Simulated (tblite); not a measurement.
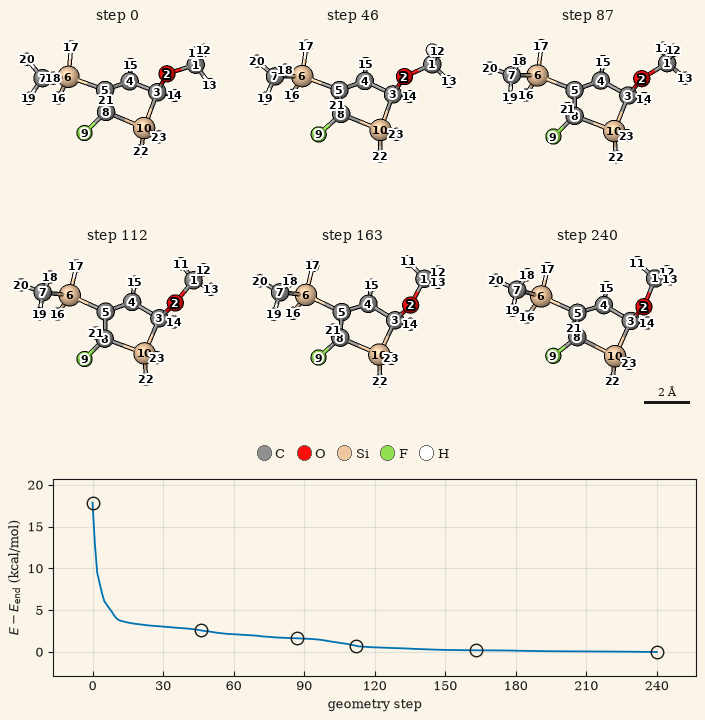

Frames of a relaxation of C6H13FOSi2, marked on the history of the run. The picture is a ball-and-stick view, seen at a tilt.

Level of theory: GFN2-xTB geometry optimisation, gas phase in tblite 0.8.0. 

> What happens along the run?

The atom that moves furthest after the best rigid fit is H11 (1.63 Å). By element the largest moves are H 1.63 Å, O 0.67 Å, C 0.56 Å, Si 0.37 Å, F 0.31 Å. Some distances before and after: C4–C5 1.272 → 1.330 Å, C4–H15 1.136 → 1.080 Å, C3–Si10 1.862 → 1.916 Å, C3–C4 1.456 → 1.506 Å. Among the angles between lasting bonds that change: O2–C3–Si10 110.8° → 102.2°, F9–C8–H21 113.3° → 104.7°, C1–O2–C3 107.9° → 114.6°. Groups turn about O2–C3 by about 60°, Si6–C7 by about 40°. After 240 geometry steps the energy has fallen by 17.9 kcal/mol. Cost: 4.7 s on 1 thread of Arm Neoverse N1, on a shared host. From step 0 to 46: H18 moves most (0.39 Å), energy −15.3 kcal/mol. From step 46 to 87: H19 moves most (0.53 Å), energy −0.96 kcal/mol. From step 87 to 112: H13 moves most (0.64 Å), energy −0.88 kcal/mol. From step 112 to 163: H11 moves most (0.53 Å), energy −0.55 kcal/mol. From step 163 to 240: H12 moves most (0.36 Å), energy −0.20 kcal/mol.
